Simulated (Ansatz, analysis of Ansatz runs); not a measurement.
# A hop of H in MgH2 (Pbcn): barrier against cell size

Aim: the barrier of one jump in MgH2 (Pbcn) (V_H hop (2.5 Å), charge +1) in cells of several sizes and samplings, and what each costs. The smallest model is a cell of 48 host atoms with 1 H taken out.

Main program and level: Ansatz 0.2.0; plane-wave PAW DFT, PBEsol; nudged elastic band between two relaxed defect structures at fixed charge in a uniform background.

**1. The structure**

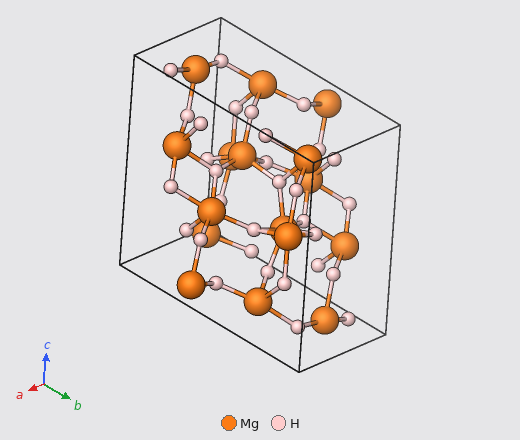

The starting structure, seen slightly off an axis (magnesium orange, hydrogen pink).

The cell holds 47 atoms: 16 Mg and 31 H. Cell: a = 8.549 Å, b = 8.549 Å, c = 8.549 Å, α = 116.9°, β = 101.8°, γ = 110.1°. It derives from MgH2 (space group Pbcn). Nearest the centre at fractional (0.499, 0.750, 0.750): H24 at 1.09 Å, Mg16 at 1.74 Å, Mg6 at 1.76 Å, H38 at 2.29 Å, H28 at 2.37 Å, H20 at 2.43 Å, H45 at 2.48 Å, H25 at 2.94 Å. The cell carries charge +1.

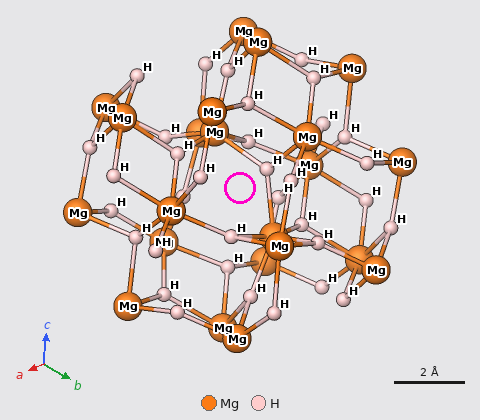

The atoms within 5 Å of the centre. A ring marks the centre wherever it is empty.

The cell's shortest repeat is 8.5 Å.

**2. The band in the smallest cell**

In each cell both ends are relaxed first and a climbing-image band joins them. Strain fields of neighbouring copies, and their charges if any, can act otherwise on the top of the path than on its ends, so the barrier may drift with size.

File qp1_c48k1s.neb/input.yaml:

```yaml
crystal:
  lattice:
    - [-4.47603151, 5.39366888, 4.89464524]
    - [4.47603151, -5.39366888, 4.89464524]
    - [4.47603151, 5.39366888, -4.89464524]
  atoms:
    - { symbol: Mg, position: [0.28833188, 0.12820415, 0.66278009] }
    - { symbol: Mg, position: [0.28705614, 0.62797011, 0.17588286] }
    - { symbol: Mg, position: [0.77503697, 0.1173246, 0.15963353] }
    - { symbol: Mg, position: [0.79302579, 0.62961203, 0.66212269] }
    - { symbol: Mg, position: [0.46100264, 0.12672376, 0.33876175] }
    - { symbol: Mg, position: [0.4729585, 0.62842751, 0.87077295] }
    - { symbol: Mg, position: [0.96494429, 0.12600487, 0.82896886] }
    - { symbol: Mg, position: [0.96096796, 0.62311815, 0.33847299] }
    - { symbol: Mg, position: [0.17920004, 0.33444475, 0.29495099] }
    - { symbol: Mg, position: [0.21288777, 0.87692143, 0.83833208] }
    - { symbol: Mg, position: [0.71392817, 0.38467645, 0.83653455] }
    - { symbol: Mg, position: [0.71493942, 0.87680587, 0.34443543] }
    - { symbol: Mg, position: [0.04414406, 0.38270382, 0.66447791] }
    - { symbol: Mg, position: [0.03623946, 0.86801371, 0.16273815] }
    - { symbol: Mg, position: [0.5393542, 0.37693116, 0.16482846] }
    - { symbol: Mg, position: [0.55332126, 0.91615295, 0.6789778] }
    - { symbol: H, position: [0.16542783, 0.08213434, 0.81693146] }
    - { symbol: H, position: [0.16814999, 0.57730798, 0.33311122] }
    - { symbol: H, position: [0.65502156, 0.07134357, 0.31275145] }
    - { symbol: H, position: [0.65364047, 0.5758058, 0.80247806] }
    - { symbol: H, position: [0.09907458, 0.40859478, 0.91997889] }
    - { symbol: H, position: [0.08766102, 0.90265389, 0.41855745] }
    - { symbol: H, position: [0.58338362, 0.40806579, 0.4218666] }
    - { symbol: H, position: [0.58205621, 0.88547001, 0.89705946] }
    - { symbol: H, position: [0.2744859, 0.35480683, 0.67738971] }
    - { symbol: H, position: [0.26475028, 0.84583627, 0.18859274] }
    - { symbol: H, position: [0.76215447, 0.34395909, 0.18410983] }
    - { symbol: H, position: [0.75612311, 0.84706967, 0.68021699] }
    - { symbol: H, position: [0.48849812, 0.16758788, 0.58418628] }
    - { symbol: H, position: [0.48610036, 0.66846394, 0.10126123] }
    - { symbol: H, position: [0.96388225, 0.15160524, 0.06203527] }
    - { symbol: H, position: [0.990862, 0.67044614, 0.58417183] }
    - { symbol: H, position: [0.00965434, 0.31857021, 0.40975766] }
    - { symbol: H, position: [0.01384785, 0.83034669, 0.91902559] }
    - { symbol: H, position: [0.5153471, 0.3400814, 0.91970851] }
    - { symbol: H, position: [0.51454769, 0.82705888, 0.42422869] }
    - { symbol: H, position: [0.23132422, 0.14849239, 0.31460014] }
    - { symbol: H, position: [0.2459633, 0.65690568, 0.81106321] }
    - { symbol: H, position: [0.75273798, 0.17552442, 0.82740507] }
    - { symbol: H, position: [0.73850871, 0.65538467, 0.32363702] }
    - { symbol: H, position: [0.41469277, 0.097027, 0.08310833] }
    - { symbol: H, position: [0.91770989, 0.10229516, 0.58202053] }
    - { symbol: H, position: [0.91428277, 0.59284684, 0.08397544] }
    - { symbol: H, position: [0.33808813, 0.41974203, 0.19070161] }
    - { symbol: H, position: [0.3389113, 0.92237258, 0.68431747] }
    - { symbol: H, position: [0.84112509, 0.42428744, 0.6836989] }
    - { symbol: H, position: [0.82497179, 0.90505822, 0.17146782] }
total_charge: 1
basis:
  ecutwfc: 420
  xc_grid: 2
hamiltonian:
  xc: pbesol
kpoints:
  mp_grid: { grid: [1, 1, 1], shift: [0.25, 0.25, 0.25] }
scf:
  occupations: { method: fixed }
  max_iter: 150
output:
  forces: true
neb:
  images: 3
  f_tol: 0.04
  climbing: true
  initial_path: idpp
  max_iterations: 45
  order_check: false
  final_atoms:
    - { symbol: Mg, position: [0.28832478, 0.11706899, 0.66762313] }
    - { symbol: Mg, position: [0.28744365, 0.62499395, 0.15971626] }
    - { symbol: Mg, position: [0.82352993, 0.16788918, 0.20965742] }
    - { symbol: Mg, position: [0.789441, 0.62489521, 0.66576247] }
[... 1 atom line left out ...]
    - { symbol: Mg, position: [0.44928145, 0.58529439, 0.82504856] }
[... 3 atom lines left out ...]
    - { symbol: Mg, position: [0.20939688, 0.8722023, 0.84230674] }
[... 5 atom lines left out ...]
    - { symbol: Mg, position: [0.52963336, 0.87365055, 0.63359904] }
[... 3 atom lines left out ...]
    - { symbol: H, position: [0.66401041, 0.57967113, 0.82020953] }
[... 3 atom lines left out ...]
    - { symbol: H, position: [0.42036527, 0.61644502, 0.60739334] }
    - { symbol: H, position: [0.24956669, 0.3261814, 0.67652246] }
[... 2 atom lines left out ...]
    - { symbol: H, position: [0.75651081, 0.84504305, 0.6933412] }
[... 7 atom lines left out ...]
    - { symbol: H, position: [0.51649364, 0.83339668, 0.40301342] }
[... 1 atom line left out ...]
    - { symbol: H, position: [0.24606373, 0.65433373, 0.82327192] }
[... 6 atom lines left out ...]
    - { symbol: H, position: [0.34839441, 0.92562601, 0.70121131] }
[... 1 atom line left out ...]
    - { symbol: H, position: [0.83460676, 0.92523833, 0.17153625] }
```

On the command line:

```bash
$ ansatz run input.yaml --threads 4 --pin off --max-ram 14131MiB --backend cpu --events-out ev --progress --plain --runs-dir out
```

Numbers of over 12 decimals in the logs are rounded to 6 here.

Log:

```text
[... repeated set-up lines and file paths are left out, and long positions are rounded to six places ...]
Warning: neb: disabling space-group detection — the band's intermediate images generally break the endpoint symmetry, so the full k-mesh is solved, and no spatial operation symmetrises the density, except that a semilocal band can use its path's symmetry [...]
Engine: ansatz 0.2.0, aarch64-unknown-linux-gnu
Pseudopotentials: kind: paw
Pseudopotential: Mg, paw, valence charge 10, recommended cutoff 420 eV (normal), Mg.paw.azcp
Pseudopotential: H, paw, valence charge 1, recommended cutoff 420 eV (normal), H.paw.azcp
Functional definition: PBEsol
  exchange = pbesol_x
  correlation = pbesol_c
parallel-image band execution: 3 concurrent image workers
NEB image 0
Crystal: 47 atoms, lattice volume = 472.671 Å³
Basis set: ecut = 420 eV, 9249 PW (Γ), exchange–correlation on 120×120×120 points (8 copies of the dense FFT grid, shifted against one another)
Bands: 142, of which v1, the nominal top of the filled ones, is band 95 counted from 1 (94 counted from 0)
Symmetry: 1 space group operations
k-points: 1
Non-local potential: Mg, projectors of the file, l = 0: 3, l = 1: 2, l = 2: 1
Non-local potential: H, projectors of the file, l = 0: 2, l = 1: 1
PAW form: soft (Blöchl's): semilocal exchange-correlation on the pseudo side does not see the compensation charge
PAW frozen core: Mg, regenerated for the run's functional, and the local potential with it (the file was generated under x = pbe(κ = 0.804, μ = 0.219515), c = pbe(β = 0.066725))
PAW one-centre angular grid: Mg, 110 points (default); XC on 64 Gauss nodes
PAW one-centre angular grid: H, 110 points (default); XC on 64 Gauss nodes
Initial density: superposition of atomic densities (neutral atoms scaled as one to the charged cell's electrons: chi_scale 0, normalization atom), corrected by the library's trained network
Initial wavefunctions: pseudopotential atomic-orbital guess
Functional: x = pbesol(κ = 0.804, μ = 0.123457), c = pbesol(β = 0.046)
SCF iter   1: F=—  HF=-31091.193635 eV  |F-HF|=—  |Δ(HF+E_count)|=         —  Δρ=1.38e-2  dr2=7.28e-1  ethr=1.77e-3  ⟨swp⟩=5.0  Hψ=416  notcnv=0  defer=45
preconditioner: auto → Resta (q_TF=auto, 2.344 Å⁻¹)  ε∞=2.7  [insulator: Δε(μ)=3.382 eV  Ē_g=10.340 eV  n_scr=104 (ndim 8)  ℏωp=13.4 eV  f_vac=0.001  ε∞_Penn≈2.7]
SCF iter   2: F=—  HF=-31090.926740 eV  |F-HF|=—  |Δ(HF+E_count)|=   2.67e-1  Δρ=6.08e-3  dr2=1.70e-1  ethr=3.83e-4  ⟨swp⟩=2.0  Hψ=154  notcnv=0  defer=43
SCF iter   3: F=—  HF=-31090.852685 eV  |F-HF|=—  |Δ(HF+E_count)|=   7.41e-2  Δρ=7.78e-4  dr2=3.56e-3  ethr=8.97e-5  ⟨swp⟩=2.0  Hψ=139  notcnv=0  defer=43
[...]
atom  10  Mg     0.00949309     0.00106668    -0.00316959
  [... 5 atoms left out ...]
  atom  16  Mg    -0.00172219    -0.01376533     0.00118471
  [... 3 atoms left out ...]
  atom  20  H     -0.00146922    -0.00166676    -0.00207807
  [... 3 atoms left out ...]
  atom  24  H      0.00302653     0.00706427    -0.01459874
  atom  25  H     -0.00181188    -0.00237573    -0.00957414
  [... 2 atoms left out ...]
  atom  28  H      0.00557139    -0.00187044     0.00396050
  [... 9 atoms left out ...]
  atom  38  H      0.00292453    -0.00569053     0.00417326
  [... 6 atoms left out ...]
  atom  45  H     -0.00307020     0.00737714     0.00265696
  [... 2 atoms left out ...]
  max |Σ_I F_I| component: 7.14e-6 eV/Å
--- Band table (eV) ---
  k-point 0: bands = ["-71.4811", "-71.4783", "-71.0847", "-71.0839", [... 134 left out ...] "13.0667", "13.1713", "13.2837", "13.4220"]
this run last wrote the band of iteration 5 to <dir>; this run last wrote the band within `neb.f_tol` of iteration 4 to <dir>
--- NEB band (5 images, 5 band iterations, 88 SCF iterations) ---
  forward barrier  = 0.396492 eV
  backward barrier = 0.396345 eV
  climbing image's point = of an order that was not read
  energies are F+E_penalty+E_count in eV, relative to image 0
  image     s (Å)  Δ vs image 0  max|band force component| (eV/Å)
      0    0.0000      0.000000                                 —
      1    0.6494      0.216609                          2.608e-2
  *   2    1.3043      0.396492                          1.461e-2
      3    1.9573      0.217684                          3.805e-2
      4    2.6073      0.000147                                 —
  climbing-image geometry (image 2):
  cell:  # Å, volume = 472.6706 Å³
    - [-4.47603151, 5.39366888, 4.89464524]
    - [4.47603151, -5.39366888, 4.89464524]
    - [4.47603151, 5.39366888, -4.89464524]
  atoms:
    - { symbol: Mg, position: [0.285708, 0.123348, 0.664615] }
    - { symbol: Mg, position: [0.285151, 0.626742, 0.165257] }
    - { symbol: Mg, position: [0.802772, 0.147449, 0.191984] }
    - { symbol: Mg, position: [0.789995, 0.631450, 0.667621] }
    - { symbol: Mg, position: [0.462290, 0.127022, 0.340857] }
    - { symbol: Mg, position: [0.465044, 0.602938, 0.853659] }
    - { symbol: Mg, position: [0.960881, 0.118600, 0.830500] }
    - { symbol: Mg, position: [0.965913, 0.631236, 0.343504] }
[...]
- { symbol: Mg, position: [0.041053, 0.383450, 0.673480] }
    - { symbol: Mg, position: [0.036846, 0.870622, 0.161291] }
    - { symbol: Mg, position: [0.540422, 0.375005, 0.163643] }
    - { symbol: Mg, position: [0.536854, 0.899749, 0.650430] }
    - { symbol: H, position: [0.166124, 0.083387, 0.822777] }
    - { symbol: H, position: [0.178684, 0.590433, 0.339511] }
    - { symbol: H, position: [0.657926, 0.074933, 0.312219] }
    - { symbol: H, position: [0.667485, 0.576184, 0.818835] }
    - { symbol: H, position: [0.087832, 0.399961, 0.922786] }
    - { symbol: H, position: [0.083163, 0.907374, 0.417904] }
    - { symbol: H, position: [0.582833, 0.408448, 0.423242] }
    - { symbol: H, position: [0.502104, 0.751271, 0.751809] }
[...]
- { symbol: H, position: [0.344462, 0.426737, 0.191726] }
    - { symbol: H, position: [0.334239, 0.925676, 0.685404] }
    - { symbol: H, position: [0.835841, 0.418586, 0.681487] }
    - { symbol: H, position: [0.824300, 0.911722, 0.165132] }
[key lines of the parts left out:]
SCF converged after 5 iterations
Free energy (F): -31090.456405 eV
Fermi energy:    2.125302 eV
```

It took 35 s on 4 threads of Arm Neoverse V2, shared host; peak memory 1.4 GiB; 1.8 min of CPU time.

The path, image by image:

```csv
image,path (Å),energy (eV),"H24: x, y, z (Å)"
0,0.000,0.0000,"5.373, 3.202, 2.792"
1,0.649,0.2166,"4.955, 2.999, 2.658"
2,1.304,0.3965,"4.480, 2.711, 2.455"
3,1.957,0.2177,"4.000, 2.433, 2.255"
4,2.607,0.0001,"3.596, 2.218, 2.102"
```

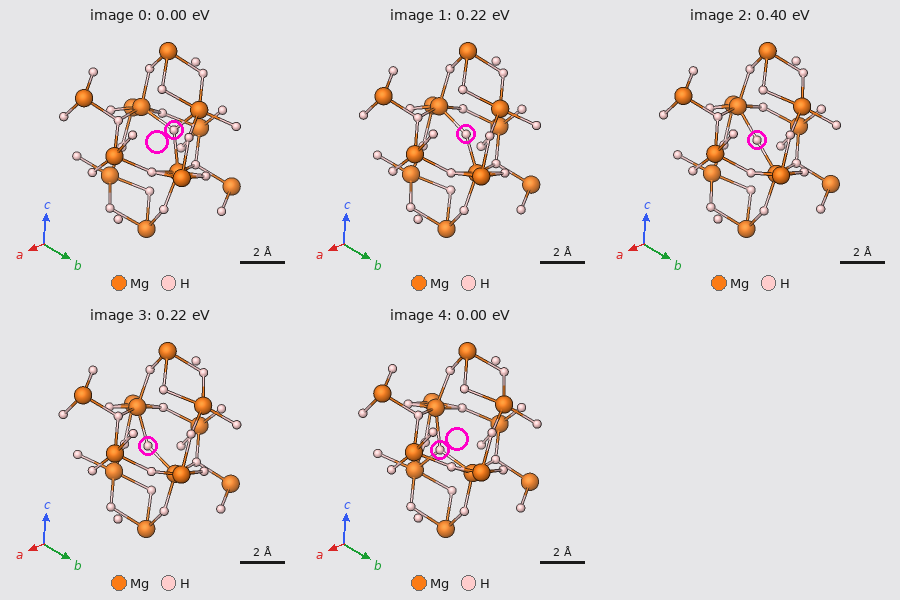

Images along the path; H24 is ringed. A ring with no atom in it marks the empty centre. Bonds to atoms that aren't drawn are left out.

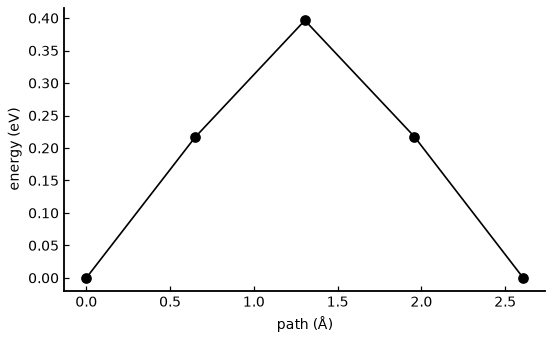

Energy along the path.

**3. The series**

The other cells are run alike, on 4 threads of Arm Neoverse V2, shared host.

```csv
host atoms,shortest repeat (Å),k-points,forward (eV),backward (eV),hop length (Å),iterations,time of the band,peak memory (GiB)
48,8.6,"one point at (¼, ¼, ¼)",0.397,0.396,2.15,5,35 s,1.4
96,8.9,"one point at (¼, ¼, ¼)",0.368,0.368,2.25,4,2.2 min,3.8
192,13.3,"one point at (¼, ¼, ¼)",0.354,0.354,2.24,4,13 min,8.8
```

Energies along each band (eV from the start):

```csv
host atoms,k-points,energies
48,"one point at (¼, ¼, ¼)","0.000, 0.217, 0.396, 0.218, 0.000"
96,"one point at (¼, ¼, ¼)","0.000, 0.207, 0.368, 0.207, 0.000"
192,"one point at (¼, ¼, ¼)","0.000, 0.200, 0.354, 0.201, 0.000"
```

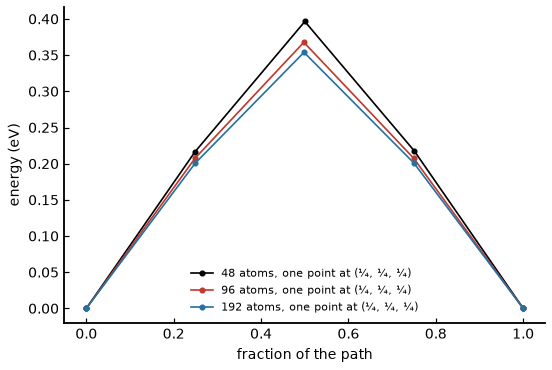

The bands, by cell.

**4. Summary of results**

- barrier, 48 atoms, one point at (¼, ¼, ¼): 0.397 eV
- barrier, 96 atoms, one point at (¼, ¼, ¼): 0.368 eV
- barrier, 192 atoms, one point at (¼, ¼, ¼): 0.354 eV

The largest cell gives a barrier of 0.35 eV and the first set-up 0.40 eV; over the series the values spread by 0.04 eV. The last two differ by 0.014 eV, and the values run one way, so the series seems to settle. From 48 atoms on it stays within 0.05 eV of the last value, at 4.5 % of the last band's time. One k-point samples cells of unlike shape differently, so the spread mixes size with sampling. The time of one iteration grows about as the number of atoms to the power 2.4, on shared hosts. No image-charge correction is applied. The order of the top as a saddle was not checked for all atoms, so a bent path could be lower. Limits: one k-point off the zone centre stands for the whole zone.

[Logs are printed without paths, hosts, clocks, repeated set-up lines and the standing remarks that a program may print on its own settings, such as how far it seeks lower states.]

[Hosts, paths, dates, database ids (printed as entryN), source tags and the programs' standing remarks are cut or masked in the printed files.]
